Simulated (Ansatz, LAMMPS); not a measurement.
# Electronic structure of free surface of ionic liquid triethylsulfonium formate with water at 260 K (81 atoms), part 2 of 2

Aim: energy, forces, charges and density of states of free surface of ionic liquid triethylsulfonium formate with water at 260 K (81 atoms) at a fixed geometry.

Ansatz 0.2.0; Kohn-Sham DFT, PBE+D4, PAW (set soft_2), plane waves.

The cell: 21 C, 3 S, 50 H and 7 O. The network of contacts between molecules at the start is that of the classical potential that made the cell. Only the Γ point is sampled, in a cell whose shortest periodic width is 8 Å.

So far. Step 3 (Plane-wave single point): Neighbours are counted within 1.34 Å (H-C), 1.21 Å (H-O), 1.85 Å (C-C), 1.68 Å (C-O), 2.21 Å (C-S).

**3. Plane-wave single point (continued)**

Density of states as counts of states in windows of 1 eV (from the Fermi level), total and the larger projections:

```csv
from (eV),to (eV),total,C p,H s,O p,S p,C s
-14,-13,4.9,0.9,1.1,0.0,0.0,2.1
-13,-12,0.3,0.1,0.1,0.0,0.0,0.1
-12,-11,8.9,1.7,2.8,0.0,0.6,3.5
-11,-10,9.1,2.2,2.7,0.0,0.6,2.7
-10,-9,0.0,0.0,0.0,0.0,0.0,0.0
-9,-8,12.0,6.0,2.5,0.8,1.2,0.8
-8,-7,20.1,11.4,4.4,0.9,1.7,0.7
-7,-6,9.5,4.9,2.5,1.1,0.4,0.1
-6,-5,27.8,15.9,6.2,3.2,1.2,0.2
-5,-4,34.1,15.4,8.0,6.0,3.2,0.1
-4,-3,12.5,5.6,3.6,1.9,1.1,0.0
-3,-2,1.3,0.1,0.0,1.0,0.0,0.0
-2,-1,1.8,0.0,0.0,1.6,0.0,0.0
-1,0,17.6,0.2,1.1,15.8,0.0,0.1
0,1,1.4,0.0,0.1,1.2,0.0,0.0
1,2,0.1,0.0,0.0,0.0,0.1,0.0
2,3,10.4,2.4,0.9,0.0,3.1,1.2
3,4,7.8,1.3,1.6,0.0,1.2,0.8
4,5,21.6,3.9,4.6,1.0,0.5,1.4
```

With fixed occupations the program's Fermi level is the highest filled level; weight inside the gap is the broadening of levels at its edges.

Between -21 and -14 eV lie 33 more states.

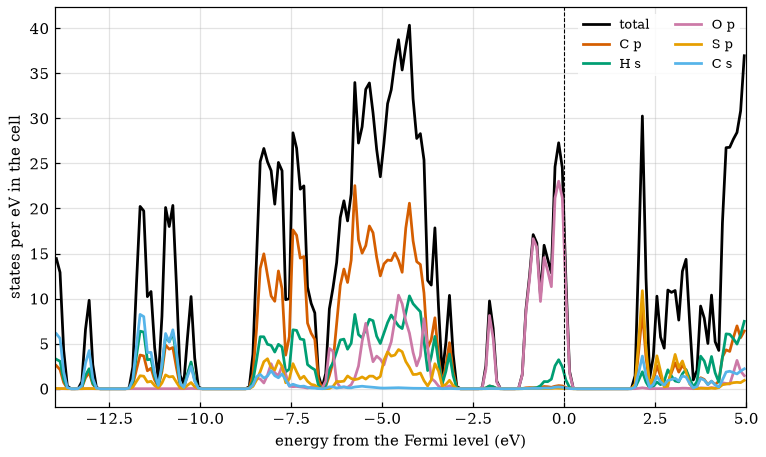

Total and projected density of states, with the broadening of the input.

The levels nearest the highest filled one (over half full), pooled over k-points and spins:

```csv
level less the highest filled one (eV),occupation
-0.469,2
-0.268,2
-0.245,2
-0.133,2
-0.089,2
0,2
2.11,0
2.14,0
2.16,0
2.56,0
2.85,0
3.03,0
```

Planar average of the electrostatic potential energy along the normal, with the Fermi level as zero, after a running mean with a triangular window 4 Å wide at its base:

```csv
height (Å),potential energy (eV)
0.0,3.73
0.9,3.67
1.6,3.61
2.5,3.52
3.4,3.24
4.3,2.24
5.0,0.86
5.9,-0.49
6.7,-0.40
7.5,0.77
8.4,2.10
9.2,1.95
10.1,0.67
10.8,0.09
11.7,0.93
12.6,2.28
13.5,2.73
14.2,1.55
15.1,-0.71
16.0,-1.18
16.7,0.37
17.6,2.65
18.5,3.67
19.3,3.85
20.1,3.81
21.0,3.75
```

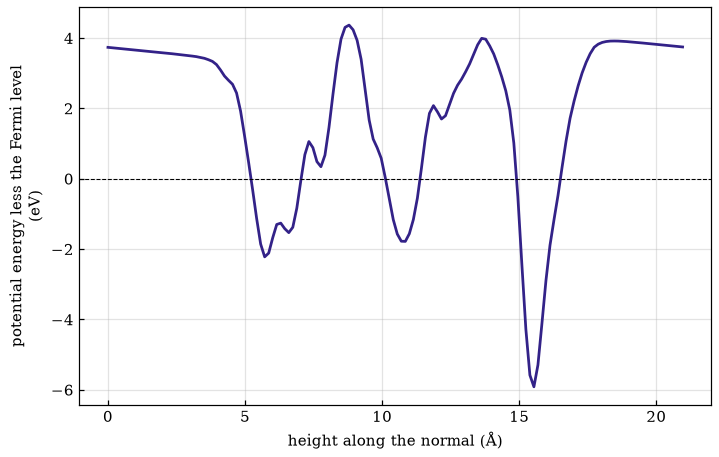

Planar average of the electrostatic potential energy; the dashed line is the Fermi level.

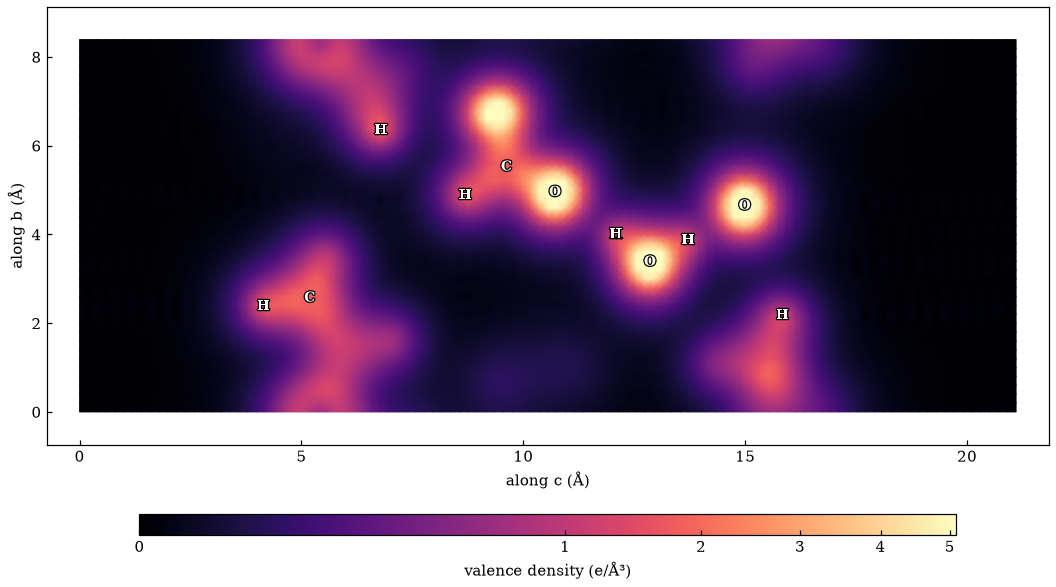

Valence density in the cb plane at fractional x = 0.436, with atoms of C and H and O within 0.2 Å of it. It is the smooth field of the valence electrons, not physical close to the nuclei. The map starts off the cell's origin, so that atoms lie inside it. The colour scale is stretched toward low values.

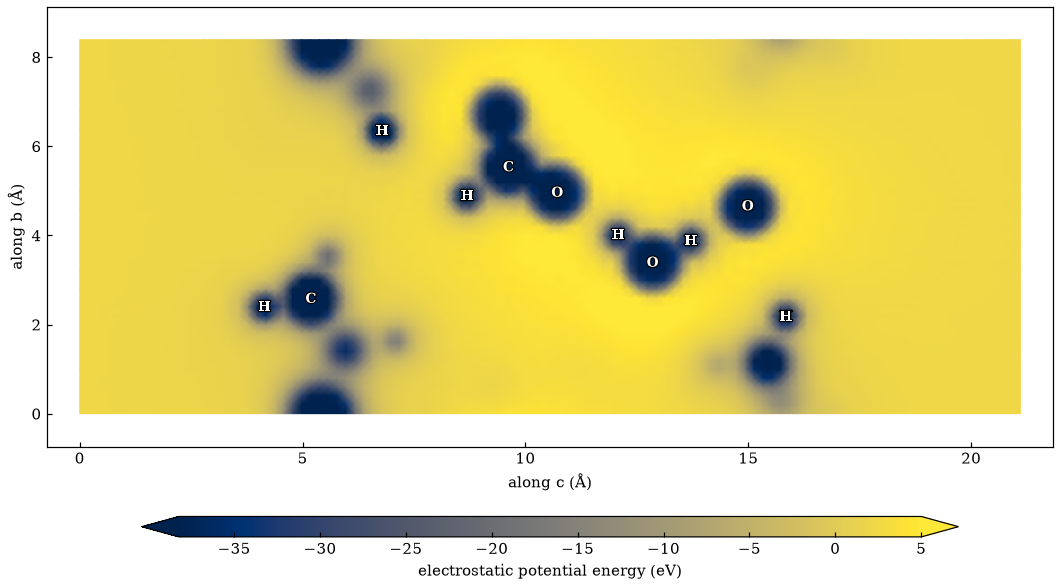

Electrostatic potential energy in the cb plane at fractional x = 0.436, with atoms of C and H and O within 0.2 Å of it. With pseudopotentials it is smooth inside the atoms' cores, unlike the true potential. The map starts off the cell's origin, so that atoms lie inside it.

Mean Löwdin charges: C -0.28, H +0.21, O -0.58, S +0.77 e (they miss 1.5 % of the electrons, so they add up to more than the cell's charge). The largest share in the top eV of filled states is O p (91 % of the projected weight), and in the lowest eV of empty states S p (40 % of the projected weight).

**4. Local order**

Bonds and neighbours are counted at the geometry of the runs.

Normalised to the volume that the atoms fill. Pair distribution functions g(r), in bins of 0.2 Å:

```csv
r (Å),total,H-H,H-C,H-O,H-S,C-C,C-O
1.00,2.80,0.00,8.00,2.28,0.00,0.00,0.00
1.20,2.97,0.00,7.80,0.00,0.00,0.00,10.65
1.40,0.24,0.00,0.00,0.00,0.00,3.56,0.00
1.60,0.56,0.49,0.00,0.94,0.00,4.04,0.00
1.80,1.63,3.35,0.00,0.00,0.00,0.00,0.00
2.00,0.52,0.09,1.04,1.46,0.00,0.00,0.00
2.20,1.47,1.16,2.89,0.27,0.54,0.00,0.00
2.40,1.06,1.45,0.07,0.62,8.15,0.00,0.00
2.60,1.11,1.10,0.76,2.31,0.00,2.13,0.00
2.80,1.10,0.90,1.16,1.20,2.81,0.26,0.00
3.00,1.02,1.15,0.72,1.45,2.81,0.00,1.57
3.20,0.76,0.72,0.73,0.94,0.54,0.90,1.36
3.40,0.72,0.80,0.72,0.71,0.00,0.69,0.98
3.60,0.92,0.83,0.83,1.01,1.26,1.01,2.20
3.80,0.79,0.72,0.88,0.98,0.99,0.40,1.17
4.00,0.83,0.74,0.78,1.04,0.35,1.66,1.06
4.20,0.97,1.02,0.98,1.09,0.16,0.77,1.46
4.40,1.09,1.02,1.24,1.55,0.15,0.78,1.48
4.60,1.01,1.15,0.94,1.02,0.26,1.70,0.67
4.80,0.85,0.88,0.97,0.83,0.72,0.50,0.24
5.00,0.95,0.97,1.08,1.00,0.57,0.91,0.58
5.20,0.99,0.95,0.97,1.15,0.42,1.27,1.16
5.40,0.80,0.80,0.78,0.99,0.57,0.65,0.78
5.60,0.99,0.87,1.16,0.84,1.15,1.03,1.00
5.80,0.86,0.92,0.69,0.75,1.08,1.24,1.27
6.00,0.82,0.82,0.78,0.96,0.71,0.47,1.27
6.20,0.85,0.84,0.73,1.08,1.02,0.89,1.11
6.40,0.84,0.73,0.77,1.15,1.02,0.70,1.54
```

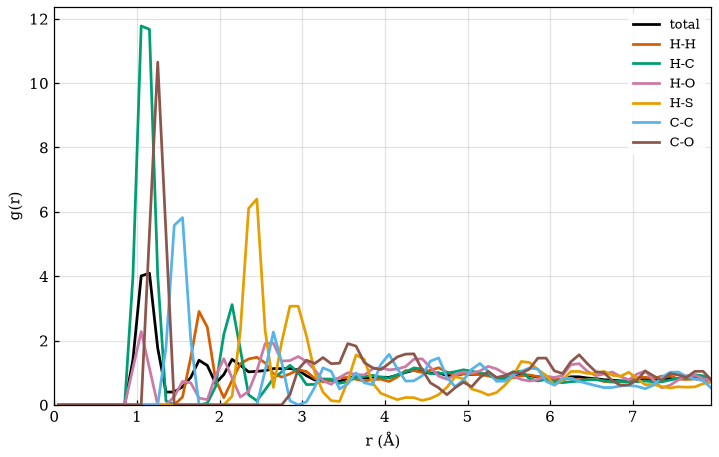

Pair distribution functions, lightly smoothed.

Bonds by pair of elements; cutoffs follow the first minimum of g(r), held within bounds set by covalent radii, and pairs that aren't listed don't count as bonded:

```csv
pair A-B,cutoff (Å),bonds,mean length (Å),spread (Å),shortest (Å),B about A,A about B
H-C,1.34,48,1.10,0.037,1.05,0.96,2.29
H-O,1.21,2,1,0,1,0.04,0.286
C-C,1.85,9,1.50,0.04,1.43,0.857,0.857
C-O,1.68,6,1.26,0.02,1.24,0.286,0.857
C-S,2.21,9,1.81,0.033,1.75,0.429,3
```

How many atoms have how many bonded neighbours:

```csv
element,mean,1,2,3,4
C,3.86,0,0,3,18
H,1,50,0,0,0
O,1.14,6,1,0,0
S,3,0,0,3,0
```

Bond angles (no mean is given where the spread exceeds 20°):

```csv
angle,count,mean (°),spread (°)
C-C-H,45,110,3.4
H-C-H,36,109,4.3
H-C-S,18,109,3.1
C-C-S,9,111,3.3
C-S-C,9,95,2.1
```

Bond length by coordination (bonds to H left out):

```csv
element,coordination,atoms,mean bond length (Å)
C,3,3,1.26
C,4,18,1.61
O,1,6,1.26
```

With the cutoffs above, 86 % of C atoms have 4, all H atoms have 1, 86 % of O atoms have 1 and all S atoms have 3 bonded neighbours. The C-C-H angle averages 110° with a spread of 3°.

A closer look about S25, picked at random: 10 atoms, nearest first, numbered in the order of the input, with positions taken from that point.

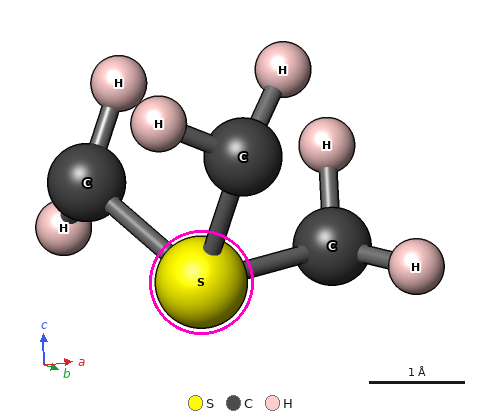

The atoms of the table, within 2.5 Å (arrows a, b, c point along x, y, z); some may hide others; the central atom is ringed.

```csv
atom,x,y,z,distance (Å),bonds,Löwdin charge (e),Fx,Fy,Fz (eV/Å)
S25,0.00,0.00,0.00,0.00,3,0.76,-0.17,-0.31,2.99
C24,0.87,1.49,0.54,1.81,4,-0.30,0.09,0.68,0.26
C28,0.96,-1.11,1.10,1.83,4,-0.32,1.83,-0.65,-0.01
C26,-1.38,0.18,1.19,1.83,4,-0.34,-1.11,-1.50,0.27
H34,1.91,1.29,0.22,2.32,1,0.22,-0.17,0.29,0.67
H36,-1.99,0.99,0.88,2.39,1,0.24,-0.27,1.53,-0.11
H41,0.38,-2.00,1.36,2.45,1,0.22,-0.33,0.22,-0.11
H33,0.74,1.68,1.66,2.47,1,0.22,0.42,-0.81,-1.21
H40,1.21,-0.59,2.09,2.48,1,0.22,-0.43,-0.44,-1.39
H35,-1.04,0.29,2.24,2.49,1,0.22,0.54,0.24,-0.56
```

The column of bonds counts only the pairs H-C within 1.34 Å, H-O within 1.21 Å, C-C within 1.85 Å, C-O within 1.68 Å, C-S within 2.21 Å; other neighbours, such as metal atoms beside each other in a compound, aren't counted, and periodic images can show an atom twice.

**5. Outcome**

```json
{
 "free energy per atom": "-157.3676 eV/atom",
 "r.m.s. force component": "0.8283 eV/Å",
 "gap (highest filled to lowest empty level)": "2.114 eV",
 "wall time of the 1 DFT run": "5.2 s"
}
```

What this shows: Between filled and empty levels lie 2.11 eV (at Γ alone); a semilocal functional tends to put such gaps too low. With the cutoffs above, 86 % of C atoms have 4, all H atoms have 1, 86 % of O atoms have 1 and all S atoms have 3 bonded neighbours.

Caveats: The force components of 0.83 eV/Å r.m.s. reflect the temperature of the frame as well as the gap between the generating potential and DFT, above all in bond lengths inside molecules.

[Logs are printed without paths, hosts, clocks, repeated set-up lines and the standing remarks that a program may print on its own settings, such as how far it seeks lower states.]

[Hosts, paths, dates, database ids (printed as entryN), source tags and the programs' standing remarks are cut or masked in the printed files.]
